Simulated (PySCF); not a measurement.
# CH₁₀OSi₃: NMR shifts, electronic excitations and K edges in gas and solvents, part 1 of 2

Aim: compute the NMR shifts, electronic excitations and K edges of CH₁₀OSi₃ (`C[SiH2][Si@H](O)[SiH3]`), and see what a dielectric continuum does where one was used.

Computed with PySCF 2.14.0, with density-fitted response routines of our own, on a single molecule, in the gas phase or a continuum. Atoms count from 0, in the outputs and in this text.

**1. The starting structure**

15 atoms, charge 0, multiplicity 1; geometry from: GFN2-xTB. The atoms were then displaced at random by about 0.01 Å, so the start is not that level's minimum.

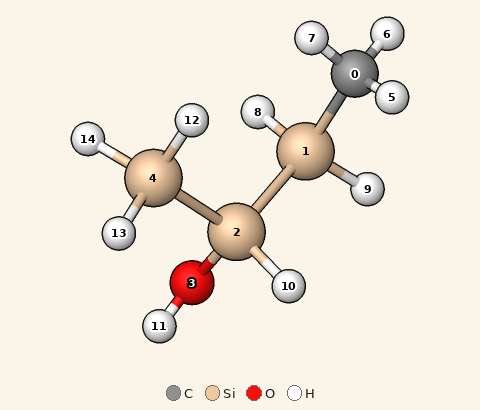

The starting geometry (carbon grey, silicon light orange, oxygen red, hydrogen white), atoms numbered.

**2. Relaxing the molecule at PBE0-D3(BJ)/def2-SVP**

What the job is given:

```
{"job": {"xc": "PBE0", "basis": "def2-SVP", "d3": "d3bj", "grid": 1, "shake": 0.01, "kind": "geom"}, "charge": 0, "multiplicity": 1}
C      2.239840     0.819490     0.224850
Si     1.415920    -0.724300    -0.508210
Si    -0.781780    -0.839560     0.240430
O     -1.286830    -2.073850    -0.674470
Si    -2.133300     1.018530     0.043050
H      2.204940     0.832410     1.304270
H      3.262880     0.941610    -0.093230
H      1.710510     1.747540    -0.101380
H      1.536370    -0.618350    -1.951800
H      2.276350    -1.859740    -0.119200
H     -0.854370    -1.305280     1.664860
H     -2.187920    -2.442130    -0.565620
H     -1.531390     2.207600     0.661350
H     -3.469600     0.897880     0.690270
H     -2.416960     1.380760    -1.339390
```

Command:

```
> OMP_NUM_THREADS=1 python probes_run.py task.json out
```

One launch serves the whole session: the jobs run in the order shown.

Standard output:

```text
step   0  E = -986.99295194  max force = 0.039758
step   1  E = -987.00496433  max force = 0.007652
step   2  E = -987.00538665  max force = 0.004117
step   3  E = -987.00559858  max force = 0.000944
step   4  E = -987.00566299  max force = 0.001204
step   5  E = -987.00575637  max force = 0.001750
step   6  E = -987.00581232  max force = 0.001391
step   7  E = -987.00588423  max force = 0.000737
step   8  E = -987.00592753  max force = 0.000785
step   9  E = -987.00595618  max force = 0.000688
step  10  E = -987.00596586  max force = 0.000514
step  11  E = -987.00596860  max force = 0.000274
optimisation converged
```

Wall time 2.3 min (1 thread of Arm Neoverse N1, shared host); peak memory 0.52 GiB.

Along the way:

| step | energy from step 0 (eV) | largest force component (eV/Å) |
| --- | --- | --- |
| 0 | 0.0000 | 2.0444 |
| 1 | -0.3269 | 0.3935 |
| 2 | -0.3384 | 0.2117 |
| 3 | -0.3441 | 0.0485 |
| 4 | -0.3459 | 0.0619 |
| 5 | -0.3484 | 0.0900 |
| 6 | -0.3499 | 0.0715 |
| 7 | -0.3519 | 0.0379 |
| 8 | -0.3531 | 0.0404 |
| 9 | -0.3539 | 0.0354 |
| 10 | -0.3541 | 0.0264 |
| 11 | -0.3542 | 0.0141 |

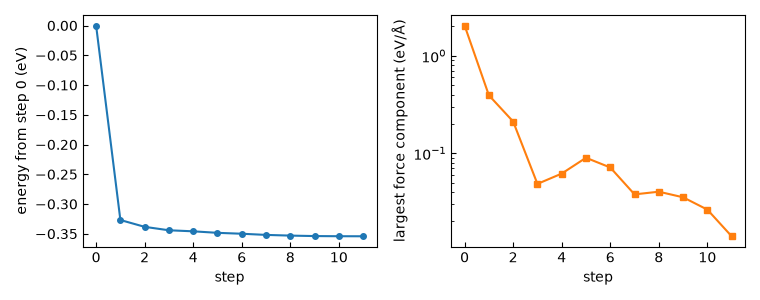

Energy and largest force along the relaxation.

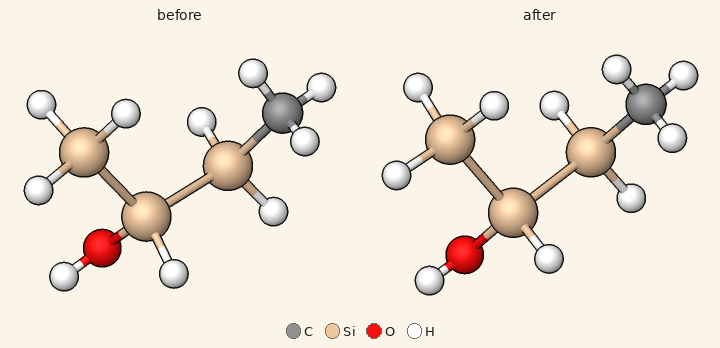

The geometry before (left) and after (right).

Close pairs (by a distance rule), those that changed most:

| bond | before (Å) | after (Å) | change (Å) |
| --- | --- | --- | --- |
| Si2–O3 | 1.617 | 1.680 | +0.062 |
| Si2–Si4 | 2.306 | 2.353 | +0.047 |
| Si1–H8 | 1.452 | 1.498 | +0.045 |
| Si4–H14 | 1.457 | 1.497 | +0.040 |
| Si4–H12 | 1.469 | 1.498 | +0.029 |
| C0–H6 | 1.078 | 1.101 | +0.022 |
| C0–H5 | 1.080 | 1.101 | +0.021 |
| Si1–H9 | 1.477 | 1.497 | +0.020 |

The final coordinates are the input of the step that follows.

| at the end point | value |
| --- | --- |
| point group (found at 0.08 Å tolerance) | C1 |
| rotational constants (GHz, main isotopes) | 2.634, 1.481, 1.044 |
| dipole moment (D) | 1.01 |

**3. Shielding tensors: PBE0/pcSseg-1 in acetonitrile**

What the job is given:

```
{"job": {"kind": "nmr", "xc": "PBE0", "basis": "pcSseg-1", "solvent": "acetonitrile", "pop": true}, "charge": 0, "multiplicity": 1}
C      2.188671     0.863646     0.272547
Si     1.402960    -0.636121    -0.558688
Si    -0.756970    -0.936109     0.295795
O     -1.433566    -2.274288    -0.460973
Si    -2.033905     1.002747    -0.088077
H      2.244900     0.723599     1.362781
H      3.209590     1.027763    -0.104474
H      1.601206     1.773330     0.073693
H      1.303328    -0.417890    -2.036881
H      2.226147    -1.864464    -0.324297
H     -0.683597    -1.123578     1.787206
H     -2.339832    -2.483040    -0.214306
H     -1.444163     2.158450     0.661205
H     -3.453446     0.828458     0.359161
H     -2.044961     1.341444    -1.545888
```

Method: GIAO PBE0/pcSseg-1 NMR shielding, non-relativistic, IEF-PCM acetonitrile.

Standard output:

```text
coarse grid: 13248 points
cycle   1  E = -987.1858233480  dE = -4.637e-02  |g| = 7.266e-01  |ddm| = 3.310e+00
cycle   2  E = -987.0432232579  dE =  1.426e-01  |g| = 1.124e+00  |ddm| = 1.666e+00
cycle   3  E = -987.2831317861  dE = -2.399e-01  |g| = 8.447e-02  |ddm| = 1.212e+00
cycle   4  E = -987.2842834413  dE = -1.152e-03  |g| = 3.899e-02  |ddm| = 9.140e-02
cycle   5  E = -987.2846648209  dE = -3.814e-04  |g| = 4.382e-03  |ddm| = 3.217e-02
cycle   6  E = -987.2846693460  dE = -4.525e-06  |g| = 5.832e-04  |ddm| = 5.000e-03
final grid: 111920 points
cycle   7  E = -987.3212919655  dE = -1.400e-05  |g| = 6.997e-03  |ddm| = 1.510e-02
cycle   8  E = -987.3212828487  dE =  9.117e-06  |g| = 9.735e-03  |ddm| = 1.257e-02
cycle   9  E = -987.3213017222  dE = -1.887e-05  |g| = 7.676e-04  |ddm| = 7.774e-03
cycle  10  E = -987.3213018229  dE = -1.008e-07  |g| = 2.025e-04  |ddm| = 6.922e-04
cycle  11  E = -987.3213018324  dE = -9.459e-09  |g| = 2.598e-05  |ddm| = 1.751e-04
cycle  12  E = -987.3213018325  dE = -1.339e-10  |g| = 6.309e-06  |ddm| = 3.615e-05
converged SCF energy = -987.3213018325

GIAO shielding tensors (ppm)
atom      isotropic    diamagn.    paramagn.     s11        s22        s33       span
  0 C      196.862     254.345     -57.483    189.887    197.610    203.089     13.202
  1 Si     421.342     881.120    -459.778    398.418    402.814    462.795     64.376
  2 Si     358.076     879.564    -521.488    274.132    325.285    474.810    200.678
  3 O      342.804     387.005     -44.200    291.753    346.298    390.363     98.610
  4 Si     459.254     880.990    -421.737    450.492    457.476    469.793     19.301
  5 H       31.165      30.738       0.427     26.458     28.690     38.347     11.888
  6 H       30.768      27.900       2.868     25.702     27.477     39.125     13.423
  7 H       31.219      31.953      -0.734     25.911     29.677     38.068     12.158
  8 H       27.357      30.109      -2.752     24.633     25.509     31.929      7.296
  9 H       27.232      29.407      -2.175     23.959     25.325     32.412      8.453
 10 H       25.563      30.077      -4.515     23.001     24.836     28.851      5.850
 11 H       30.339      29.387       0.953     20.876     25.369     44.773     23.897
 12 H       27.942      29.965      -2.024     24.613     26.723     32.490      7.877
 13 H       27.663      29.130      -1.466     24.590     25.304     33.097      8.507
 14 H       27.798      29.797      -1.999     24.736     26.155     32.505      7.769
```

It took 31 s on 1 thread of Arm Neoverse N1, shared host; peak memory 0.86 GiB.

Shifts follow as δ = σ(reference) − σ, with reference shieldings (ppm) from runs at the same level and on the same kind of geometry: ¹H TMS 31.24, ¹³C TMS 185.5, ²⁹Si TMS 351.8, ¹⁷O H2O 343.0. The references are single molecules in the same continuum, so shifts against H2O, NH3, PH3, H3PO4 or CFCl3 are not on the usual liquid scales and can be off by tens of ppm. Atoms listed in one row are averaged.

| atoms | environment | σ (ppm) | δ (ppm) |
| --- | --- | --- | --- |
| C0 | methyl carbon bonded to Si | 196.9 | -11.4 |
| H10 | hydrogen on a silicon bonded to O, 2 Si | 25.56 | 5.68 |
| H9 | hydrogen on a silicon bonded to C, Si | 27.23 | 4.01 |
| H8 | hydrogen on a silicon bonded to C, Si | 27.36 | 3.88 |
| H12, H13, H14 | hydrogen on a silicon bonded to Si | 27.80 | 3.44 |
| H11 | hydrogen on an oxygen bonded to Si | 30.34 | 0.90 |
| H5, H6, H7 | hydrogen on a methyl carbon bonded to Si | 31.05 | 0.19 |
| Si2 | silicon bonded to O, 2 Si, H | 358.1 | -6.3 |
| Si1 | silicon bonded to C, Si, 2 H | 421.3 | -69.6 |
| Si4 | silicon bonded to Si, 3 H | 459.3 | -107.5 |
| O3 | oxygen bonded to Si, H | 342.8 | 0.2 |

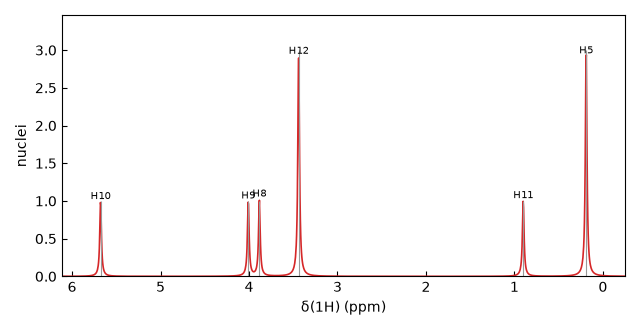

¹H lines at the computed shifts, without couplings. Lines are broadened to a width of 0.02 ppm (Lorentzian).

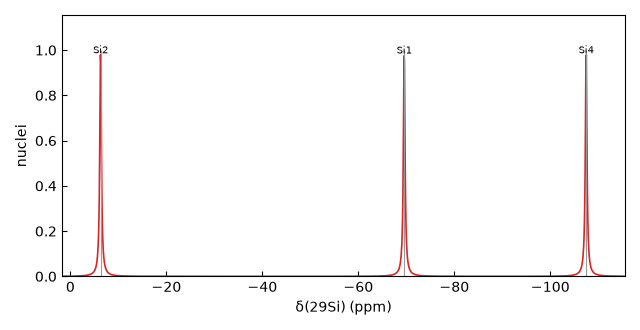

²⁹Si lines at the computed shifts, without couplings. Lines are broadened to a width of 0.40 ppm (Lorentzian).

Charges from the same density, by scheme (e):

| atoms | Mulliken | IAO | Hirshfeld | ESP fit |
| --- | --- | --- | --- | --- |
| C0 | -0.65 | -0.70 | -0.21 | -0.66 |
| Si1 | 0.30 | 0.46 | 0.25 | 0.50 |
| Si2 | 0.44 | 0.58 | 0.24 | 0.42 |
| O3 | -0.60 | -0.80 | -0.33 | -0.78 |
| Si4 | 0.15 | 0.23 | 0.20 | 0.13 |

Mulliken charges:

C0 -0.65; Si1 0.30; Si2 0.44; O3 -0.60; Si4 0.15; H5 0.16; H6 0.16; H7 0.16; H8 -0.07; H9 -0.06; H10 -0.09; H11 0.28; H12 -0.07; H13 -0.06; H14 -0.06

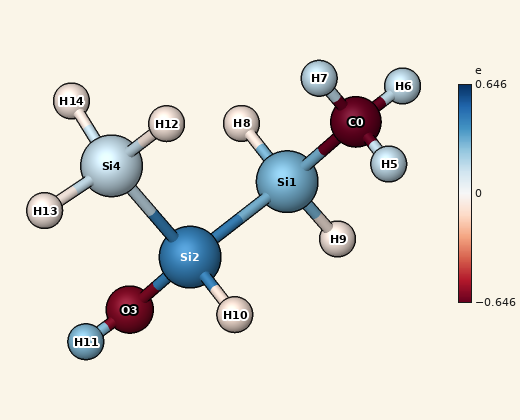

Mulliken charges, as colours on the atoms.

Mayer bond orders: C0–Si1 0.95, Si1–Si2 0.90, Si2–O3 0.97, Si2–Si4 0.88.

**4. Shielding tensors: PBE0/pcSseg-1 in dichloromethane**

The job, as its differences from that of step 3:

```diff
@@ -1,2 +1,2 @@
-{"job": {"kind": "nmr", "xc": "PBE0", "basis": "pcSseg-1", "solvent": "acetonitrile", "pop": true}, "charge": 0, "multiplicity": 1}
+{"job": {"kind": "nmr", "xc": "PBE0", "basis": "pcSseg-1", "solvent": "dichloromethane", "pop": false}, "charge": 0, "multiplicity": 1}
 C      2.188671     0.863646     0.272547
```

Method: GIAO PBE0/pcSseg-1 NMR shielding, non-relativistic, IEF-PCM dichloromethane.

Standard output:

```text
coarse grid: 13248 points
cycle   1  E = -987.1842459239  dE = -4.484e-02  |g| = 7.282e-01  |ddm| = 3.310e+00
cycle   2  E = -987.0380278424  dE =  1.462e-01  |g| = 1.133e+00  |ddm| = 1.688e+00
cycle   3  E = -987.2820641738  dE = -2.440e-01  |g| = 8.627e-02  |ddm| = 1.235e+00
cycle   4  E = -987.2832777329  dE = -1.214e-03  |g| = 3.970e-02  |ddm| = 9.446e-02
cycle   5  E = -987.2836732580  dE = -3.955e-04  |g| = 4.552e-03  |ddm| = 3.288e-02
cycle   6  E = -987.2836781459  dE = -4.888e-06  |g| = 6.162e-04  |ddm| = 5.120e-03
final grid: 111920 points
cycle   7  E = -987.3203058321  dE = -1.392e-05  |g| = 7.036e-03  |ddm| = 1.513e-02
cycle   8  E = -987.3202964177  dE =  9.414e-06  |g| = 9.832e-03  |ddm| = 1.274e-02
cycle   9  E = -987.3203156928  dE = -1.928e-05  |g| = 7.774e-04  |ddm| = 7.917e-03
cycle  10  E = -987.3203157969  dE = -1.042e-07  |g| = 2.032e-04  |ddm| = 7.051e-04
cycle  11  E = -987.3203158065  dE = -9.554e-09  |g| = 2.596e-05  |ddm| = 1.762e-04
cycle  12  E = -987.3203158066  dE = -1.346e-10  |g| = 6.302e-06  |ddm| = 3.608e-05
converged SCF energy = -987.3203158066

GIAO shielding tensors (ppm)
atom      isotropic    diamagn.    paramagn.     s11        s22        s33       span
  0 C      196.718     254.359     -57.640    189.727    197.481    202.946     13.220
  1 Si     421.303     881.099    -459.796    398.432    402.870    462.606     64.174
  2 Si     358.416     879.572    -521.156    274.380    325.583    475.285    200.906
  3 O      342.235     386.785     -44.550    290.399    345.895    390.409    100.010
  4 Si     459.450     881.003    -421.553    450.500    457.932    469.918     19.418
  5 H       31.187      30.763       0.424     26.494     28.722     38.346     11.853
  6 H       30.776      27.923       2.853     25.722     27.485     39.120     13.399
  7 H       31.243      31.979      -0.736     25.949     29.712     38.069     12.119
  8 H       27.334      30.068      -2.734     24.599     25.486     31.917      7.318
  9 H       27.210      29.372      -2.162     23.927     25.303     32.399      8.472
 10 H       25.564      30.079      -4.515     23.004     24.838     28.849      5.845
 11 H       30.486      29.461       1.025     21.055     25.571     44.832     23.777
 12 H       27.946      29.964      -2.018     24.616     26.726     32.496      7.880
 13 H       27.673      29.136      -1.463     24.601     25.313     33.105      8.505
 14 H       27.781      29.777      -1.995     24.712     26.130     32.502      7.789
```

It took 26 s on 1 thread of Arm Neoverse N1, shared host; peak memory 0.86 GiB.

In short: δ C0 -11.4, Si2 -6.6, Si1 -69.5, Si4 -107.6, H10 5.68, H9 4.03 ppm.

**5. Ultraviolet spectrum: PBE0/def2-SVPD**

The job, as its differences from that of step 4:

```diff
@@ -1,2 +1,2 @@
-{"job": {"kind": "nmr", "xc": "PBE0", "basis": "pcSseg-1", "solvent": "dichloromethane", "pop": false}, "charge": 0, "multiplicity": 1}
+{"job": {"kind": "uv", "xc": "PBE0", "basis": "def2-SVPD", "dynamic": true, "nstates": 6, "ntriplets": 0}, "charge": 0, "multiplicity": 1}
 C      2.188671     0.863646     0.272547
```

Level: TDDFT PBE0/def2-SVPD, vertical, gas phase, core orbitals frozen in the response.

Standard output:

```text
coarse grid: 13248 points
cycle   1  E = -986.7879404052  dE = -6.507e-02  |g| = 6.937e-01  |ddm| = 4.247e+00
cycle   2  E = -986.6011136476  dE =  1.868e-01  |g| = 1.181e+00  |ddm| = 1.729e+00
cycle   3  E = -986.8835639070  dE = -2.825e-01  |g| = 9.879e-02  |ddm| = 1.133e+00
cycle   4  E = -986.8854298893  dE = -1.866e-03  |g| = 4.605e-02  |ddm| = 1.520e-01
cycle   5  E = -986.8859995874  dE = -5.697e-04  |g| = 5.101e-03  |ddm| = 5.553e-02
cycle   6  E = -986.8860066687  dE = -7.081e-06  |g| = 7.034e-04  |ddm| = 8.450e-03
final grid: 111920 points
cycle   7  E = -987.0134640761  dE = -1.410e-05  |g| = 6.529e-03  |ddm| = 5.697e-02
cycle   8  E = -987.0134531101  dE =  1.097e-05  |g| = 9.703e-03  |ddm| = 1.492e-02
cycle   9  E = -987.0134735947  dE = -2.048e-05  |g| = 8.589e-04  |ddm| = 8.836e-03
cycle  10  E = -987.0134737610  dE = -1.663e-07  |g| = 9.709e-05  |ddm| = 9.275e-04
cycle  11  E = -987.0134737635  dE = -2.463e-09  |g| = 3.857e-05  |ddm| = 2.358e-04
cycle  12  E = -987.0134737641  dE = -6.128e-10  |g| = 4.161e-06  |ddm| = 8.996e-05
converged SCF energy = -987.0134737641

Static polarisability (au): isotropic 106.665, principal 91.880 104.188 123.926

Singlet excitations
state   eV       nm        f      main configurations
  1   5.4875    225.9   0.02360   H->L 0.97
  2   6.1108    202.9   0.00693   H-1->L 0.96
  3   6.4914    191.0   0.09743   H->L+1 0.92
  4   6.8028    182.3   0.04752   H->L+2 0.81
  5   6.8847    180.1   0.02370   H->L+3 0.88
  6   7.1358    173.7   0.11323   H->L+4 0.76, H-1->L+1 0.16
```

Run time: 46 s. Hardware: 1 thread of Arm Neoverse N1, shared host; peak memory 0.92 GiB.

The orbitals next to the gap, with their largest atomic shares:

| orbital | eV | atoms |
| --- | --- | --- |
| HOMO−3 | -9.38 | Si1 35 %, H9 23 %, H8 19 % |
| HOMO−2 | -9.32 | C0 39 %, Si1 29 %, H8 11 % |
| HOMO−1 | -8.20 | Si2 27 %, O3 19 %, H10 18 % |
| HOMO | -7.48 | Si2 28 %, Si4 22 %, Si1 17 % |
| LUMO | -0.77 | Si2 26 %, Si4 16 %, Si1 13 % |
| LUMO+1 | 0.08 | Si4 23 %, Si2 20 %, Si1 15 % |
| LUMO+2 | 0.40 | Si2 21 %, Si4 20 %, Si1 19 % |

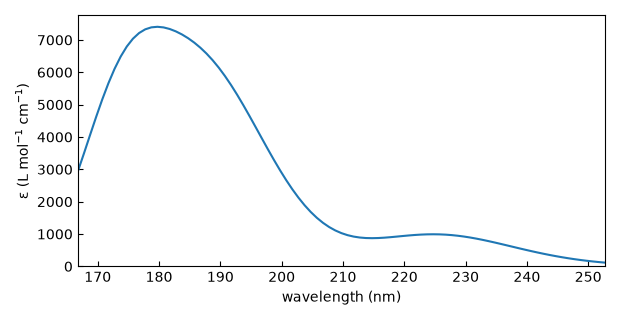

Absorption spectrum: each of the 6 states is a Gaussian band of 0.4 eV half-width at 1/e. Beyond the last state computed it falls off for lack of states.

Further results of this job:

| property | computed |
| --- | --- |
| dipole moment (D) | 1.10 |
| polarisability (Å³) | 15.81 |
| HOMO–LUMO gap (eV) | 6.71 |
| −ε(HOMO) (eV) | 7.48 |
| C6 with itself (au) | 3747 |

**6. Ultraviolet spectrum: PBE0/def2-SVPD in acetonitrile**

The job, as its differences from that of step 5:

```diff
@@ -1,2 +1,2 @@
-{"job": {"kind": "uv", "xc": "PBE0", "basis": "def2-SVPD", "dynamic": true, "nstates": 6, "ntriplets": 0}, "charge": 0, "multiplicity": 1}
+{"job": {"kind": "uv", "xc": "PBE0", "basis": "def2-SVPD", "solvent": "acetonitrile", "nstates": 6, "ntriplets": 0}, "charge": 0, "multiplicity": 1}
 C      2.188671     0.863646     0.272547
```

With the program's defaults for keys left out, this is: TDDFT PBE0/def2-SVPD, vertical, IEF-PCM acetonitrile (non-equilibrium linear response), core orbitals frozen in the response.

Standard output:

```text
coarse grid: 13248 points
cycle   1  E = -986.7994666955  dE = -7.605e-02  |g| = 6.803e-01  |ddm| = 4.248e+00
cycle   2  E = -986.6456249552  dE =  1.538e-01  |g| = 1.106e+00  |ddm| = 1.709e+00
cycle   3  E = -986.8908528543  dE = -2.452e-01  |g| = 8.536e-02  |ddm| = 1.068e+00
cycle   4  E = -986.8921337309  dE = -1.281e-03  |g| = 4.058e-02  |ddm| = 1.298e-01
cycle   5  E = -986.8925675964  dE = -4.339e-04  |g| = 3.506e-03  |ddm| = 4.813e-02
cycle   6  E = -986.8925707068  dE = -3.110e-06  |g| = 4.429e-04  |ddm| = 6.492e-03
final grid: 111920 points
cycle   7  E = -987.0199964636  dE = -1.458e-05  |g| = 6.343e-03  |ddm| = 5.624e-02
cycle   8  E = -987.0199875654  dE =  8.898e-06  |g| = 9.128e-03  |ddm| = 1.457e-02
cycle   9  E = -987.0200055032  dE = -1.794e-05  |g| = 7.716e-04  |ddm| = 8.350e-03
cycle  10  E = -987.0200056318  dE = -1.286e-07  |g| = 8.757e-05  |ddm| = 7.972e-04
cycle  11  E = -987.0200056339  dE = -2.116e-09  |g| = 2.772e-05  |ddm| = 1.956e-04
cycle  12  E = -987.0200056342  dE = -2.547e-10  |g| = 4.369e-06  |ddm| = 7.102e-05
converged SCF energy = -987.0200056342

Static polarisability (au): isotropic 148.317, principal 134.501 143.706 166.743

Singlet excitations
state   eV       nm        f      main configurations
  1   5.5391    223.8   0.03864   H->L 0.97
  2   6.1794    200.6   0.00984   H-1->L 0.97
  3   6.4948    190.9   0.16646   H->L+1 0.93
  4   6.8004    182.3   0.09282   H->L+2 0.87
  5   6.9668    178.0   0.04414   H->L+3 0.91
  6   7.1270    174.0   0.23790   H->L+4 0.91
```

Wall time 40 s (1 thread of Arm Neoverse N1, shared host); peak memory 0.92 GiB.

This run: HOMO -7.38 eV, LUMO -0.61 eV; lowest singlet 5.54 eV.

**7. Ultraviolet spectrum: PBE0/def2-SVPD in dichloromethane**

The job, as its differences from that of step 6:

```diff
@@ -1,2 +1,2 @@
-{"job": {"kind": "uv", "xc": "PBE0", "basis": "def2-SVPD", "solvent": "acetonitrile", "nstates": 6, "ntriplets": 0}, "charge": 0, "multiplicity": 1}
+{"job": {"kind": "uv", "xc": "PBE0", "basis": "def2-SVPD", "solvent": "dichloromethane", "nstates": 6, "ntriplets": 0}, "charge": 0, "multiplicity": 1}
 C      2.188671     0.863646     0.272547
```

Level: TDDFT PBE0/def2-SVPD, vertical, IEF-PCM dichloromethane (non-equilibrium linear response), core orbitals frozen in the response.

Standard output:

```text
coarse grid: 13248 points
cycle   1  E = -986.7979542212  dE = -7.459e-02  |g| = 6.819e-01  |ddm| = 4.247e+00
cycle   2  E = -986.6407979914  dE =  1.572e-01  |g| = 1.114e+00  |ddm| = 1.710e+00
cycle   3  E = -986.8898427259  dE = -2.490e-01  |g| = 8.670e-02  |ddm| = 1.074e+00
cycle   4  E = -986.8911746771  dE = -1.332e-03  |g| = 4.109e-02  |ddm| = 1.314e-01
cycle   5  E = -986.8916200191  dE = -4.453e-04  |g| = 3.680e-03  |ddm| = 4.864e-02
cycle   6  E = -986.8916234633  dE = -3.444e-06  |g| = 4.618e-04  |ddm| = 6.624e-03
final grid: 111920 points
cycle   7  E = -987.0190537330  dE = -1.453e-05  |g| = 6.363e-03  |ddm| = 5.636e-02
cycle   8  E = -987.0190446033  dE =  9.130e-06  |g| = 9.193e-03  |ddm| = 1.460e-02
cycle   9  E = -987.0190628228  dE = -1.822e-05  |g| = 7.793e-04  |ddm| = 8.395e-03
cycle  10  E = -987.0190629542  dE = -1.314e-07  |g| = 8.804e-05  |ddm| = 8.053e-04
cycle  11  E = -987.0190629564  dE = -2.133e-09  |g| = 2.825e-05  |ddm| = 1.980e-04
cycle  12  E = -987.0190629567  dE = -2.867e-10  |g| = 4.323e-06  |ddm| = 7.144e-05
converged SCF energy = -987.0190629567

Static polarisability (au): isotropic 141.360, principal 126.472 137.283 160.326

Singlet excitations
state   eV       nm        f      main configurations
  1   5.5289    224.2   0.04075   H->L 0.97
  2   6.1678    201.0   0.01073   H-1->L 0.97
  3   6.4861    191.2   0.17639   H->L+1 0.93
  4   6.7940    182.5   0.09951   H->L+2 0.88
  5   6.9510    178.4   0.04770   H->L+3 0.91
  6   7.1179    174.2   0.25373   H->L+4 0.91
```

It took 40 s on 1 thread of Arm Neoverse N1, shared host; peak memory 0.93 GiB.

This run: HOMO -7.39 eV, LUMO -0.62 eV; lowest singlet 5.53 eV.

(Continued in part 2 of 2.)
